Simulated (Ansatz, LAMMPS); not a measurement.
## Glassy 84P2O5-16Fe2O3 (mol %) (127 atoms): geometry optimisation

Aim: bring glassy 84P2O5-16Fe2O3 (mol %) (127 atoms) to a nearby minimum of the energy and see what moves.

Program: Ansatz 0.2.0. Level of theory: Kohn-Sham DFT, LDA, PAW (set soft_2), plane waves. Results are calculated unless marked as measured.

## (1) Set-up

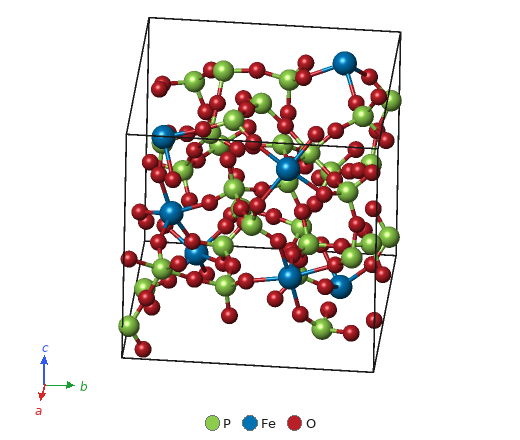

The cell as given, slightly off an axis (phosphorus green, iron blue, oxygen red). Bonds to atoms that aren't drawn are left out. Some periodic images of atoms are drawn too.

The cell holds 127 atoms: 32 P, 6 Fe and 89 O. Cell: a = 11.729 Å, b = 11.729 Å, c = 11.729 Å, α = 90.0°, β = 90.0°, γ = 90.0°. 127 atoms (32 P, 6 Fe, 89 O) placed at random at 2.58 g/cm³, melted at 4000 K for 10 ps at fixed volume with the Morse and Coulomb pair potential with partial charges (Pedone, Malavasi, Menziani, Cormack and Segre, J. Phys. Chem. B 110, 11780 (2006)). Quenched from 4000 K to 300 K at 10 K/ps and fixed volume, held 10 ps at zero pressure, then minimised at fixed cell.

Limits known from the start: The quench rate of 10 K/ps is orders of magnitude faster than experiment, which tends to freeze in extra defects. The starting topology of bonds comes from the classical model. Without a Hubbard term or exact exchange, open shells on Fe are likely too delocalised. The Brillouin zone is sampled at Γ only, in a cell whose shortest periodic width is 12 Å.

## (2) How the cell was made

A classical potential makes the cell, at a small fraction of what the same run would cost in DFT.

This step: classical MD, Morse and Coulomb pair potential with partial charges (Pedone, Malavasi, Menziani, Cormack and Segre, J. Phys. Chem. B 110, 11780 (2006)) (LAMMPS 22 Jul 2025 - Update 4).

File in.lmp:

```
# melt-quench of P32Fe6O89
units metal
atom_style charge
boundary p p p
region box block 0 12.1044 0 12.1044 0 12.1044
create_box 3 box
mass 1 30.9738   # P
mass 2 55.8450   # Fe
mass 3 15.9990   # O
create_atoms 1 random 32 34905 NULL overlap 1.5 maxtry 2000
create_atoms 2 random 6 34912 NULL overlap 1.5 maxtry 2000
create_atoms 3 random 89 34919 NULL overlap 1.5 maxtry 2000
pair_style hybrid/overlay pedone 5.5 coul/long 8.0
pair_coeff * * coul/long
pair_coeff 1 3 pedone 0.831326 2.585833 1.800790 1   # P-O
pair_coeff 2 3 pedone 0.418981 1.620376 2.382183 2   # Fe-O
pair_coeff 3 3 pedone 0.042395 1.379316 3.618701 22   # O-O
set type 1 charge 3
set type 2 charge 1.8
set type 3 charge -1.2
kspace_style pppm 1.0e-4
neigh_modify delay 0 every 1 check yes
thermo_style custom step time temp pe press density
thermo_modify norm yes
timestep 0.002
thermo 100
min_style cg
minimize 1e-4 1e-4 200 2000
reset_timestep 0
velocity all create 4000 34906 mom yes dist gaussian
fix lim all nve/limit 0.05
fix lan all langevin 4000 4000 0.2 34907 zero yes
thermo 500
run 1000 post no
# [... 10 lines left out ...]
thermo 1666
fix md all npt temp 300 300 0.2 iso 0 0 2
run 5000 post no
unfix md
thermo 100
min_style cg
minimize 0 1e-3 2000 20000
write_dump all custom glass.dump id type xs ys zs modify sort id
```

On the command line:

```bash
> lmp -in in.lmp -log none -nocite
```

Numbers of over 12 decimals in the logs are rounded to 6 here.

The program printed:

```text
LAMMPS (22 Jul 2025 - Update 4)
Created orthogonal box = (0 0 0) to (12.1044 12.1044 12.1044)
Created 32 atoms
Created 6 atoms
Created 89 atoms
PPPM initialization ...
  G vector (1/distance) = 0.39310854
  grid = 15 15 15
  estimated relative force accuracy = 4.6487508e-05
   Step          Time           Temp          PotEng         Press         Density
         0   0              0             -6.9496054      312560.71      2.5749836
        91   0.182          0             -21.426172     -11796.218      2.5749836
Loop time of 0.111197 s on 1 MPI rank(s) for 91 steps with 127 atoms
Minimization stats:
  Stopping criterion = energy tolerance
[... 37 lines left out ...]
    194922   389.844        249.04058     -21.744301     -1648.4892      2.7914741
    196000   392            277.3894      -21.741692     -1258.4305      2.8302362
Loop time of 5.11258 s on 1 MPI rank(s) for 5000 steps with 127 atoms
   Step          Time           Temp          PotEng         Press         Density
    196000   392            277.3894      -21.741697     -1262.1625      2.8302362
    196020   392.04         277.3894      -21.78253      -1478.0844      2.8302362
Loop time of 0.0657899 s on 1 MPI rank(s) for 20 steps with 127 atoms
Minimization stats:
  Stopping criterion = linesearch alpha is zero
  Energy initial, next-to-last, final =
     -21.7416971955714  -21.7825304444107  -21.7825304444107
  Force two-norm initial, final = 22.348089 1.089658
  Iterations, force evaluations = 20 75
```

Elapsed: 2.3 min, on 1 thread of Arm Neoverse V1, shared host; peak memory 0.071 GiB.

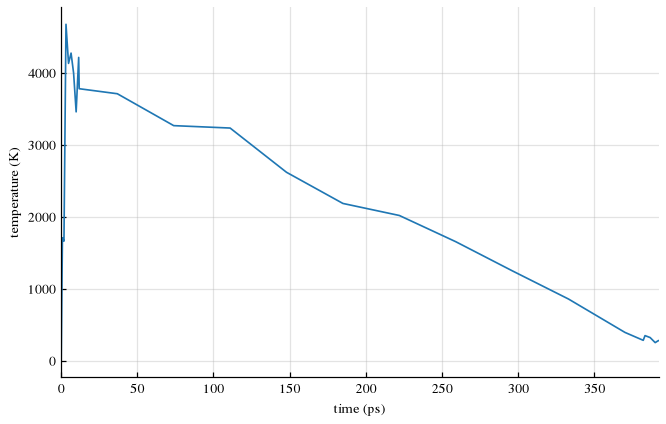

Temperature, plotted against time.

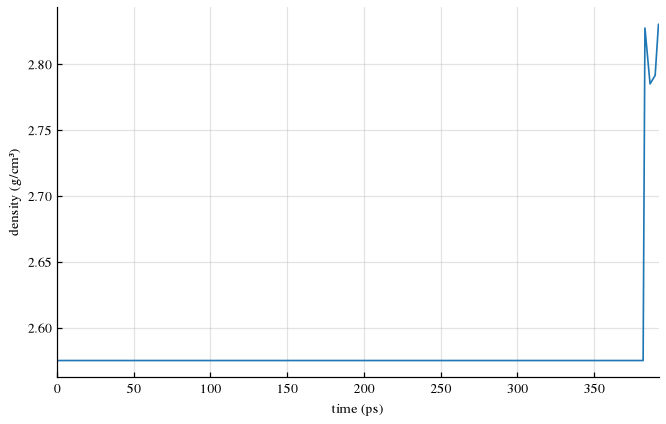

Density against time.

## (3) Single point at the start

The forces at the start show how far the geometry lies from a minimum of this functional.

File input.yaml:

```yaml
crystal:
  lattice:
    - [11.72899, 0.0, 0.0]
    - [0.0, 11.72899, 0.0]
    - [0.0, 0.0, 11.72899]
  atoms:
    - { symbol: P, position: [0.85458, 0.87163, 0.72219] }
    - { symbol: P, position: [0.21007, 0.98432, 0.80177] }
    - { symbol: P, position: [0.32195, 0.17207, 0.49392] }
    - { symbol: P, position: [0.05328, 0.18921, 0.75366] }
    - { symbol: P, position: [0.90884, 0.14525, 0.3594] }
    - { symbol: P, position: [0.82027, 0.41129, 0.99547] }
    - { symbol: P, position: [0.32323, 0.91928, 0.5714] }
    - { symbol: P, position: [0.08735, 0.29834, 0.49367] }
    - { symbol: P, position: [0.52832, 0.90027, 0.89232] }
    - { symbol: P, position: [0.57185, 0.35827, 0.29947] }
    - { symbol: P, position: [0.69386, 0.40754, 0.62243] }
    - { symbol: P, position: [0.82855, 0.39198, 0.25782] }
    - { symbol: P, position: [0.65792, 0.70206, 0.78244] }
    - { symbol: P, position: [0.54632, 0.94409, 0.3342] }
    - { symbol: P, position: [0.21074, 0.57947, 0.86842] }
    - { symbol: P, position: [0.52776, 0.60679, 0.57784] }
    - { symbol: P, position: [0.57462, 0.4995, 0.94846] }
    - { symbol: P, position: [0.23702, 0.64114, 0.22702] }
    - { symbol: P, position: [0.60053, 0.11128, 0.75936] }
    - { symbol: P, position: [0.26726, 0.56296, 0.60836] }
    - { symbol: P, position: [0.16646, 0.74829, 0.44396] }
    - { symbol: P, position: [0.95074, 0.901, 0.48062] }
    - { symbol: P, position: [0.22024, 0.98818, 0.19697] }
    - { symbol: P, position: [0.1569, 0.3941, 0.25242] }
    - { symbol: P, position: [0.62297, 0.70225, 0.35601] }
    - { symbol: P, position: [0.41305, 0.28669, 0.71692] }
    - { symbol: P, position: [0.2282, 0.31826, 0.9001] }
    - { symbol: P, position: [0.85566, 0.78155, 0.10427] }
    - { symbol: P, position: [0.59117, 0.05217, 0.0986] }
    - { symbol: P, position: [0.93926, 0.50039, 0.5945] }
    - { symbol: P, position: [0.48024, 0.64846, 0.14249] }
    - { symbol: P, position: [0.96893, 0.02301, 0.12704] }
    [... 89 atom lines left out ...]
    - { symbol: O, position: [0.83964, 0.96561, 0.80762] }
    - { symbol: O, position: [0.09935, 0.01311, 0.14096] }
    - { symbol: O, position: [0.69776, 0.4076, 0.27956] }
    - { symbol: O, position: [0.56322, 0.96356, 0.00216] }
    - { symbol: O, position: [0.26068, 0.82963, 0.5025] }
    - { symbol: O, position: [0.89481, 0.91368, 0.60106] }
magnetization:
  spin_polarized: true
kpoints:
  mp_grid: { grid: [1, 1, 1] }
hamiltonian:
  xc: lda
scf:
  occupations: { method: gaussian, width: 0.05 }
  lower_state_search: "off"
output:
  forces: true
  stress: true
  populations: true
  dos:
    method: { smearing: { sigma: 0.15 } }
    de: 0.1
    projected: { site_lists: { Fe: [Fe], O: [O], P: [P] } }
  eigenvalues: true
```

On the command line:

```bash
> ansatz run input.yaml --threads 8 --pin off --max-ram 15872MiB --backend cpu --events-out ev --progress --plain --runs-dir out
```

The program printed:

```text
Engine: ansatz 0.2.0, aarch64-unknown-linux-gnu
Pseudopotentials: kind: paw
Pseudopotential: P, paw, valence charge 5, recommended cutoff 420 eV (normal), P.paw.azcp
Pseudopotential: Fe, paw, valence charge 16, recommended cutoff 420 eV (normal), Fe.paw.azcp
Pseudopotential: O, paw, valence charge 6, recommended cutoff 420 eV (normal), O.paw.azcp
Functional definition: SPW92
  exchange = slater_x
  correlation = pw_c
Crystal: 127 atoms, lattice volume = 1613.548 Å³
Basis set: ecut = 420 eV, 31463 PW (Γ)
Bands: 537, of which v1, the nominal top of the filled ones, is band 395 counted from 1 (394 counted from 0)
Symmetry: 1 space group operations
Space group: P1 (ITA 1), of the structure as read, at distance tolerance 1.2e-4 Å
Magnetic group: BNS 1.1 (UNI 1), of the structure as read, at distance tolerance 1.2e-4 Å
k-points: 1
Non-local potential: P, projectors of the file, l = 0: 2, l = 1: 2, l = 2: 2
Non-local potential: Fe, projectors of the file, l = 0: 3, l = 1: 2, l = 2: 3, l = 3: 1
Non-local potential: O, projectors of the file, l = 0: 2, l = 1: 2, l = 2: 1
PAW form: soft (Blöchl's): semilocal exchange-correlation on the pseudo side does not see the compensation charge
PAW frozen core: P, regenerated for the run's functional, and the local potential with it (the file was generated under x = pbe(κ = 0.804, μ = 0.219515), c = pbe(β = 0.066725))
PAW frozen core: Fe, regenerated for the run's functional, and the local potential with it (the file was generated under x = pbe(κ = 0.804, μ = 0.219515), c = pbe(β = 0.066725))
PAW frozen core: O, regenerated for the run's functional, and the local potential with it (the file was generated under x = pbe(κ = 0.804, μ = 0.219515), c = pbe(β = 0.066725))
PAW one-centre angular grid: P, 110 points (default); XC on 64 Gauss nodes
PAW one-centre angular grid: Fe, 590 points (default); XC on 64 Gauss nodes
PAW one-centre angular grid: O, 110 points (default); XC on 64 Gauss nodes
Initial density: superposition of atomic densities (chi_scale 0.1, normalization cell, long waves kept (reshape's long-wave potential 0.77 eV rms))
Starting moments: Σ|m| = 30 μB on 6 of 127 sites
Initial wavefunctions: pseudopotential atomic-orbital guess
Functional: x = slater, c = lda
SCF iter   1: F=—  HF=-99372.522595 eV  |F-HF|=—  |Δ(HF+E_count)|=         —  Δρ=2.32e-1 (↑2.32e-1 ↓1.19e-1)  dr2=2.28e3  dr2_m=1.94e2  M=-0.707 μB ∫|m|=2.838 μB  β_m=0.30  ethr=3.10e-3  ⟨swp⟩=6.0  Hψ=4722  notcnv=0  defer=237
preconditioner: auto → Kerker (q_TF=auto, 2.422 Å⁻¹)  [metal: Δε(μ)=0.022 eV  Ē_g=16.854 eV  σ=0.050 eV  W_gap=0.25  n_scr=388 (ndim 8)  ℏωp=25.2 eV  f_vac=0.109  D(μ)=72.48/eV (n_scr^D=618)]
spin=Collinear: Kerker preconditioning applied to the charge; magnetization (m = ρ↑ − ρ↓) channel mixes plain (no charge-response kernel on spin).
SCF iter   2: F=—  HF=-99250.839454 eV  |F-HF|=—  |Δ(HF+E_count)|=    1.22e2  Δρ=8.31e-2 (↑8.31e-2 ↓6.68e-2)  dr2=2.53e2  dr2_m=8.16e0  M=-20.000 μB ∫|m|=29.808 μB  β_m=1.00  ethr=3.10e-3  ⟨swp⟩=7.5  Hψ=3573  notcnv=0  defer=257
preconditioner: auto → Resta (q_TF=auto, 2.422 Å⁻¹)  ε∞=3.3  [insulator: Δε(μ)=0.400 eV  Ē_g=16.637 eV  σ=0.050 eV  W_gap=1.00  n_scr=388 (ndim 8)  ℏωp=25.2 eV  f_vac=0.106  D(μ)=0.00/eV (n_scr^D=0)  ε∞_Penn≈3.3]
spin=Collinear: Resta preconditioning applied to the charge; magnetization (m = ρ↑ − ρ↓) channel mixes plain (no charge-response kernel on spin).
SCF iter   3: F=—  HF=-99189.643581 eV  |F-HF|=—  |Δ(HF+E_count)|=    6.12e1  Δρ=3.75e-2 (↑3.75e-2 ↓3.49e-2)  dr2=6.81e1  dr2_m=3.17e-1  M=-20.000 μB ∫|m|=29.825 μB  β_m=1.00  ethr=3.10e-3  ⟨swp⟩=5.5  Hψ=2142  notcnv=0  defer=253
SCF iter   4: F=—  HF=-99182.511680 eV  |F-HF|=—  |Δ(HF+E_count)|=    7.13e0  Δρ=8.82e-2 (↑8.82e-2 ↓5.32e-2)  dr2=3.05e2  dr2_m=3.16e1  M=-15.560 μB ∫|m|=21.344 μB  β_m=0.30  ethr=3.10e-3  ⟨swp⟩=5.0  Hψ=2113  notcnv=0  defer=254
SCF iter   5: F=—  HF=-99177.168047 eV  |F-HF|=—  |Δ(HF+E_count)|=    5.34e0  Δρ=3.45e-2 (↑3.45e-2 ↓1.79e-2)  dr2=3.73e1  dr2_m=3.88e0  M=-17.964 μB ∫|m|=27.675 μB  β_m=0.30  ethr=3.10e-3  ⟨swp⟩=3.0  Hψ=1330  notcnv=0  defer=254
SCF iter   6: F=—  HF=-99186.127473 eV  |F-HF|=—  |Δ(HF+E_count)|=    8.96e0  Δρ=5.30e-2 (↑4.42e-2 ↓5.30e-2)  dr2=1.56e2  dr2_m=8.15e0  M=-15.207 μB ∫|m|=25.400 μB  β_m=0.30  ethr=3.10e-3  ⟨swp⟩=7.5  Hψ=3578  notcnv=0  defer=261
SCF iter   7: F=—  HF=-99182.485246 eV  |F-HF|=—  |Δ(HF+E_count)|=    3.64e0  Δρ=3.96e-2 (↑3.96e-2 ↓2.28e-2)  dr2=5.78e1  dr2_m=4.01e0  M=-20.000 μB ∫|m|=28.032 μB  β_m=0.30  ethr=3.10e-3  ⟨swp⟩=4.0  Hψ=2116  notcnv=0  defer=260
SCF iter   8: F=—  HF=-99179.273806 eV  |F-HF|=—  |Δ(HF+E_count)|=    3.21e0  Δρ=2.81e-2 (↑2.81e-2 ↓1.86e-2)  dr2=2.15e1  dr2_m=4.11e0  M=-20.000 μB ∫|m|=29.910 μB  β_m=1.00  ethr=3.10e-3  ⟨swp⟩=5.0  Hψ=1725  notcnv=0  defer=250
SCF iter   9: F=—  HF=-99177.030055 eV  |F-HF|=—  |Δ(HF+E_count)|=    2.24e0  Δρ=1.21e-2 (↑1.18e-2 ↓1.21e-2)  dr2=1.24e1  dr2_m=2.53e-2  M=-20.000 μB ∫|m|=29.873 μB  β_m=0.30  ethr=2.73e-3  ⟨swp⟩=4.0  Hψ=1304  notcnv=0  defer=260
SCF iter  10: F=—  HF=-99177.043156 eV  |F-HF|=—  |Δ(HF+E_count)|=   1.31e-2  Δρ=1.01e-2 (↑9.55e-3 ↓1.01e-2)  dr2=9.28e0  dr2_m=2.43e-2  M=-20.000 μB ∫|m|=29.859 μB  β_m=0.30  ethr=1.57e-3  ⟨swp⟩=2.5  Hψ=1053  notcnv=0  defer=260
[...]
spin-set hold released at iteration 10 (site moments contracting): the magnetisation degrees of freedom join the quasi-Newton model from the next iteration; the mixer history was flushed
[...]
SCF iter  21: F=—  HF=-99175.790347 eV  |F-HF|=—  |Δ(HF+E_count)|=   2.77e-4  Δρ=3.87e-4 (↑9.07e-5 ↓3.87e-4)  dr2=3.90e-3  dr2_m=5.59e-4  M=-19.997 μB ∫|m|=29.768 μB  β_m=0.40  ethr=1.26e-6  ⟨swp⟩=2.0  Hψ=1041  notcnv=0  defer=252
SCF iter  22: F=—  HF=-99175.790425 eV  |F-HF|=—  |Δ(HF+E_count)|=   7.76e-5  Δρ=5.87e-4 (↑1.15e-4 ↓5.87e-4)  dr2=9.31e-3  dr2_m=1.19e-3  M=-19.998 μB ∫|m|=29.708 μB  β_m=0.27  ethr=4.94e-7  ⟨swp⟩=3.0  Hψ=1546  notcnv=0  defer=252  recentre
SCF iter  23: F=—  HF=-99175.790120 eV  |F-HF|=—  |Δ(HF+E_count)|=   3.05e-4  Δρ=1.65e-4 (↑2.23e-5 ↓1.65e-4)  dr2=6.31e-4  dr2_m=1.05e-4  M=-19.997 μB ∫|m|=29.757 μB  β_m=0.33  ethr=4.94e-7  ⟨swp⟩=2.5  Hψ=1102  notcnv=0  defer=252
SCF iter  24: F=—  HF=-99175.790108 eV  |F-HF|=—  |Δ(HF+E_count)|=   1.19e-5  Δρ=3.29e-5 (↑3.29e-5 ↓2.38e-5)  dr2=2.92e-5  dr2_m=7.13e-6  M=-19.997 μB ∫|m|=29.746 μB  β_m=0.38  ethr=7.99e-8  ⟨swp⟩=2.5  Hψ=1136  notcnv=0  defer=252
SCF iter  25: F=—  HF=-99175.790040 eV  |F-HF|=—  |Δ(HF+E_count)|=   6.87e-5  Δρ=4.79e-5 (↑2.18e-5 ↓4.79e-5)  dr2=6.78e-5  dr2_m=9.26e-6  M=-19.998 μB ∫|m|=29.744 μB  β_m=0.38  ethr=3.69e-9  ⟨swp⟩=2.5  Hψ=1726  notcnv=0  defer=252
SCF iter  26: F=—  HF=-99175.790038 eV  |F-HF|=—  |Δ(HF+E_count)|=   1.96e-6  Δρ=2.52e-5 (↑1.38e-5 ↓2.52e-5)  dr2=1.94e-5  dr2_m=2.72e-6  M=-19.998 μB ∫|m|=29.746 μB  β_m=0.32  ethr=3.69e-9  ⟨swp⟩=2.0  Hψ=1605  notcnv=0  defer=252
SCF iter  27: F=—  HF=-99175.790036 eV  |F-HF|=—  |Δ(HF+E_count)|=   1.06e-6  Δρ=6.88e-6 (↑4.25e-6 ↓6.88e-6)  dr2=1.64e-6  dr2_m=1.96e-7  M=-19.998 μB ∫|m|=29.747 μB  β_m=0.33  ethr=2.46e-9  ⟨swp⟩=2.0  Hψ=852  notcnv=0  defer=252
SCF iter  28: F=—  HF=-99175.790036 eV  |F-HF|=—  |Δ(HF+E_count)|=   2.61e-8  Δρ=7.41e-6 (↑4.06e-6 ↓7.41e-6)  dr2=1.51e-6  dr2_m=2.89e-7  M=-19.998 μB ∫|m|=29.748 μB  β_m=0.27  ethr=2.08e-10  ⟨swp⟩=3.0  Hψ=1297  notcnv=0  defer=252
SCF iter  29: F=—  HF=-99175.790036 eV  |F-HF|=—  |Δ(HF+E_count)|=   3.99e-8  Δρ=4.72e-6 (↑2.48e-6 ↓4.72e-6)  dr2=6.12e-7  dr2_m=1.15e-7  M=-19.998 μB ∫|m|=29.748 μB  β_m=0.31  ethr=1.91e-10  ⟨swp⟩=1.5  Hψ=823  notcnv=0  defer=252
SCF iter  30: F=-99175.790036 eV  HF=-99175.790036 eV  |F-HF|=8.16e-8  |Δ(HF+E_count)|=   1.76e-8  Δρ=1.83e-6 (↑7.70e-7 ↓1.83e-6)  dr2=9.66e-8  dr2_m=1.35e-8  M=-19.998 μB ∫|m|=29.748 μB  ethr=1.27e-11  ⟨swp⟩=17.5  Hψ=8212  notcnv=0
SCF 1 converged in 30 iterations: F = -99175.790036 eV  dr2 = 9.66e-8
  greatest PAW one-centre occupation: 1.004 electrons in one spin orbital (limit 2), on the Fe atom at site 35 (counted from 0), in its partial waves of l = 1
SCF converged after 30 iterations
Magnetization: -19.9978 μB (385.0011 up, 404.9989 down)
Absolute magnetization: 29.7519 μB (∫|ρ↑−ρ↓|, with the PAW one-centre terms)
Spin contamination: 4.9649 ħ² per cell (⟨S²⟩ above its minimum at these occupations)
Per-site moments (μB) at R_I (Å): [(0.000294468, 0.618718), (-0.00229591, 0.613821), (-0.000303801, 0.603608), (0.00243718, 0.607671), (-0.00637545, [...]
Free energy (F): -99175.790036 eV
Harris-Foulkes:  -99175.790036 eV  (|F-HF|=8.16e-8)
Internal energy: -99175.786875 eV  (E = F + TS)
E sigma→0 (E₀):  -99175.788456 eV
Entropy (-TS):   -0.003162 eV (-0.025 meV/atom)
Fermi energy:    4.237795 eV
--- Per-component energies (eV) ---
  E_band       = -6312.579165
  E_kinetic    = 20211.775097
  E_local      = -69598.405082  (includes V_loc(G=0)·N_el)
  E_nonlocal   = 6854.610874
  E_hartree    = 26383.098160
  E_xc         = -9097.991135
  E_vxc        = -11139.087142  (∫ρ·V_xc dr)
  E_paw        = -38281.725050  (= ΣΔE_a)
  E_vpaw       = -5407.923817  (= ΣTr[D̂ρ^β])
  E_aug_tail   = 0.235091  (compensation charges beyond the density's cutoff)
  E_ewald      = -35662.175303
  E_core_change = 14.790474  (= ΣΔE_core)
  E_smearing   = -0.003162  (= −TS)
  E_closure    = -0.000000  (closes the sum)
  Σ components = -99175.790036   (vs F -99175.790036, Δ=0.00e0)
--- Forces (eV/Å), atoms counted from 1 ---
  atom   1  P      0.23925619    -1.04494496     2.55086251
  atom   2  P      3.23498624     2.79169006     1.56100312
  atom   3  P      2.47019178     1.16290973    -0.36358464
  atom   4  P      0.48364885    -1.13408152    -1.40447476
  atom   5  P     -1.39886140    -0.13714450     1.03440026
  atom   6  P      0.92077660     0.57647138    -0.91512864
  atom   7  P      2.28649451     0.01000915     2.33571551
  atom   8  P     -0.47530587     0.36471311    -0.84741581
  atom   9  P     -1.53542993     1.01240527    -0.05629470
  atom  10  P     -1.18805391     0.64217245     1.41683142
  atom  11  P      0.25594678    -3.89508040     3.16976781
  atom  12  P     -0.51627359    -0.19296967     1.72501115
  atom  13  P      4.20713337    -1.40586341     0.79276170
  atom  14  P     -5.34462113     0.23865468     0.02158280
[...]
atom 126  O     -0.35104812    -0.63310642    -1.54757998
  atom 127  O     -0.14045398     1.15507729    -0.49421604
  max |Σ_I F_I| component: 7.47e-5 eV/Å
--- Stress (GPa, compression-positive) ---
       -3.709618       0.117298       0.133874
        0.117298      -6.411392       0.439567
        0.133875       0.439567      -5.857933
  P = ⅓ Tr σ = -5.3263 GPa (-53.263 kbar)
--- Band table (eV) ---
  k-point 0 ↑: bands = ["-86.1467", "-81.3551", "-81.2364", "-80.9477", [... 521 levels ...], "13.7574", "13.8067", "13.8802", "13.9013", "13.9096", "13.9379", "13.9725", "14.0216", "14.0415", "14.0677", "14.1012", "14.1406"]
  k-point 0 ↓: bands = ["-85.9240", "-85.7920", "-85.5184", "-85.4834", [... 521 levels ...], "13.6775", "13.7324", "13.8103", "13.8279", "13.8538", "13.8683", "13.9015", "13.9420", "13.9786", "13.9857", "14.0269", "14.0610"]
--- Löwdin populations: 127 sites ---
  site symbol       q [e]    m [muB]
     0      P      2.8080    -0.0009
     1      P      2.8255    -0.0028
     2      P      2.7884    -0.0004
[...]
126      O      6.7178    -0.0082
  spilling = 0.016562 (of n_electrons = 790.000000)
```

Elapsed: 88 s, on 8 threads of Arm Neoverse V1, shared host; peak memory 4.1 GiB.

Read from the output:

```yaml
free_energy: -99175.7900 eV
free_energy_per_atom: -780.9117 eV/atom
scf_cycles: 30
pressure: -5.326 GPa
r_m_s_force_component: 1.183 eV/Å
longest_force: 5.35 eV/Å
fermi_energy: 4.238 eV
spacing_of_highest_filled_and_lowest_empty_level: 0.1496 eV
total_moment: -20 μB
absolute_moment: 29.75 μB
spilling_of_the_projection: 0.01656
```

The r.m.s. force component of 1.2 eV/Å and the pressure of -5.3 GPa set the starting point.

Neighbours are counted within 2.11 Å (O-P), 2.48 Å (O-Fe).

Length of the force by element and coordination:

```tsv
element	coordination	atoms	mean length of the force (eV/Å)	spread	least	most
Fe	all	6	1.06	0.479	0.358	1.78
Fe	5	3	0.861	0.492	0.358	1.53
Fe	6	3	1.25	0.374	0.913	1.78
O	all	89	1.36	0.742	0.089	3.45
O	1	13	1.05	0.434	0.413	1.79
O	2	76	1.41	0.770	0.089	3.45
P	all	32	2.92	1.10	1.04	5.35
P	4	28	2.97	1.06	1.42	5.35
P	5	4	2.56	1.32	1.04	4.51
```

[end of part 1 of 3]

[Logs are printed without paths, hosts, clocks, repeated set-up lines and the standing remarks that a program may print on its own settings, such as how far it seeks lower states.]

[Hosts, paths, dates, database ids (printed as entryN), source tags and the programs' standing remarks are cut or masked in the printed files.]
